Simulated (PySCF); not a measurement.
```yaml
atoms:
  - { symbol: C, position_ang: [2.9904, 0.2122, -0.4111] }
  - { symbol: Si, position_ang: [1.4155, 0.2395, 0.6584] }
  - { symbol: Si, position_ang: [-0.2597, -1.0451, -0.3052] }
  - { symbol: Si, position_ang: [-2.4489, -0.5093, 0.1834] }
  - { symbol: N, position_ang: [-2.5157, 1.2159, 0.1016] }
  - { symbol: H, position_ang: [2.8121, 0.6700, -1.3804] }
  - { symbol: H, position_ang: [3.8129, 0.7456, 0.0573] }
  - { symbol: H, position_ang: [3.3190, -0.8080, -0.5893] }
  - { symbol: H, position_ang: [1.0351, 1.6510, 0.8265] }
  - { symbol: H, position_ang: [1.7948, -0.2371, 1.9980] }
  - { symbol: H, position_ang: [-0.0505, -2.4630, 0.0424] }
  - { symbol: H, position_ang: [-0.0654, -1.0543, -1.7708] }
  - { symbol: H, position_ang: [-3.4525, -1.1744, -0.6732] }
  - { symbol: H, position_ang: [-2.8696, -0.7930, 1.5599] }
  - { symbol: H, position_ang: [-3.3525, 1.6802, 0.4155] }
  - { symbol: H, position_ang: [-2.1727, 1.6788, -0.7244] }
```

Geometry: GFN2-xTB.

Method: CAM-B3LYP/def2-SVPD, SCF density, gas phase (PySCF 2.14.0).

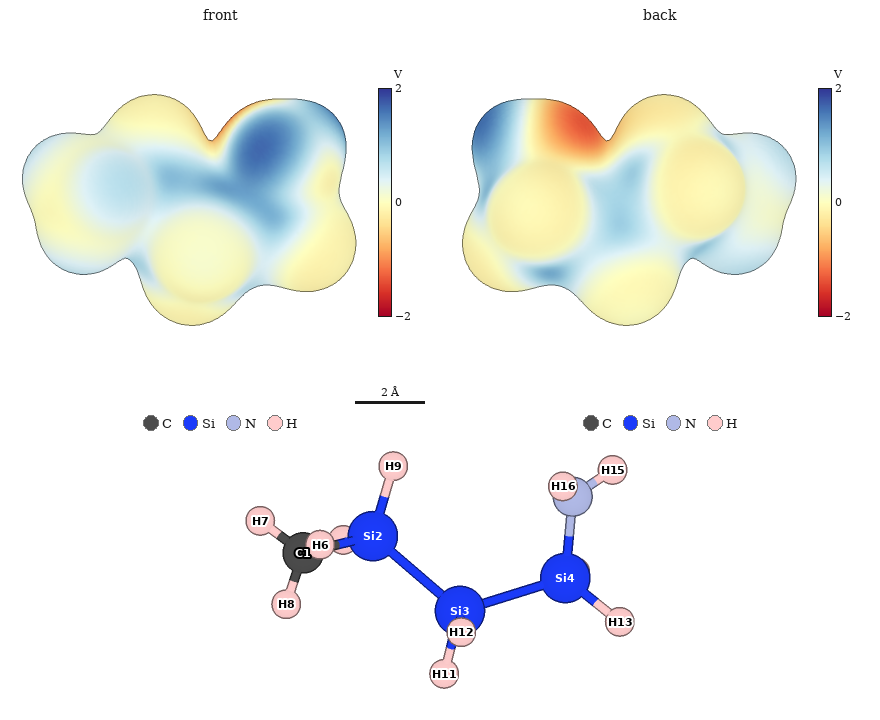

CH₁₁NSi₃ (SMILES C[SiH2][SiH2][SiH2]N). The molecular electrostatic potential painted on the density surface at 0.002 e/bohr³, seen from the front and from behind; red is negative and blue positive. The bare structure is drawn below in the same view.

### Describe the electrostatic potential map.

The most negative region (about −1.3 V) lies over N5, the most positive (about +1.6 V) over H15 and H16. N5 is the likeliest acceptor of a hydrogen bond.
